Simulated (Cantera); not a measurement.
Charge: 1 mol CaF2, 0.45 mol O2, 0.13 mol N2, at 1825 K.

Method: chemical equilibrium by Gibbs-energy minimisation in Cantera with the NASA 1993 tables (ideal gas, pure condensed phases). Candidate condensed phases: Ca, CaF2, CaO; 22 gas species. Kinetics and transport are ignored.

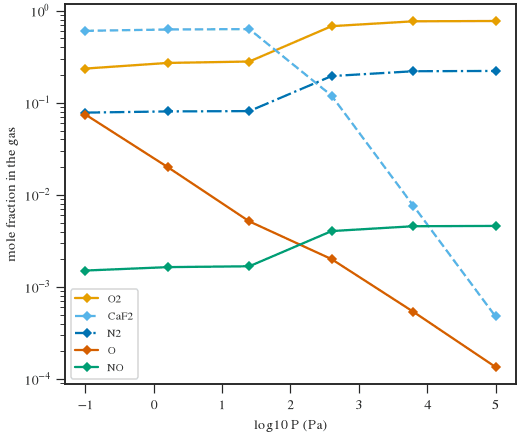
Equilibrium gas composition (values under 1e-9 drawn at 1e-9)

From 0.100 Pa to 25.0 Pa nothing is condensed. From 4.00 mbar to 1.00 bar the condensed part is CaF2(l). The main Ca-bearing gas is CaF2 throughout.
